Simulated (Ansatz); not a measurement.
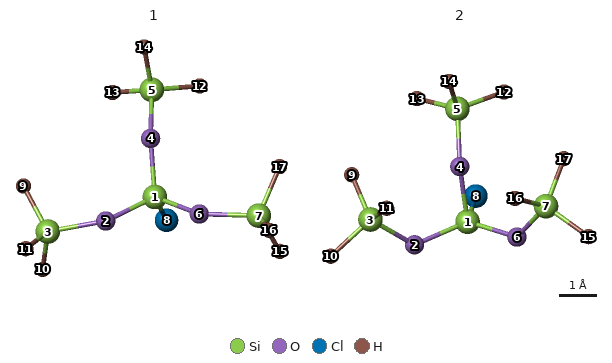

Two geometries of Si4H9O3Cl, drawn at one scale. One is the start of a relaxation, the other its converged end. The picture is a ball-and-stick view, seen from a free direction.

Theory: Ansatz, RKS PBE0-D4/def2-TZVP. (force threshold 0.005 eV/Å; at most 200 steps)

Which one is relaxed?

Answer. Structure 1 is the relaxed one. It is one of the separated reactants of a reaction. The largest moves after the best rigid fit, 1.89 Å, are those of H11 and H16. By element the largest moves are H 1.89 Å, O 1.24 Å, Cl 1.19 Å, Si 1.17 Å. Near-neighbour distances that change, for instance: Si1–O4 1.682 → 1.610 Å, Si1–Cl8 2.109 → 2.050 Å, Si1–O2 1.648 → 1.604 Å, O2–Si3 1.650 → 1.642 Å. Among the angles between lasting bonds that change: Si1–O6–Si7 128.9° → 145.7°, O2–Si1–O4 97.1° → 110.7°, O4–Si1–Cl8 95.8° → 108.2°. Groups turn about O2–Si3 by about 105°, O6–Si7 by about 105°. After 53 geometry steps the energy has fallen by 24.5 kcal/mol. The largest force component goes from 3.5 to 0.004 eV/Å. The run took about 100 s of wall time on a shared GPU.
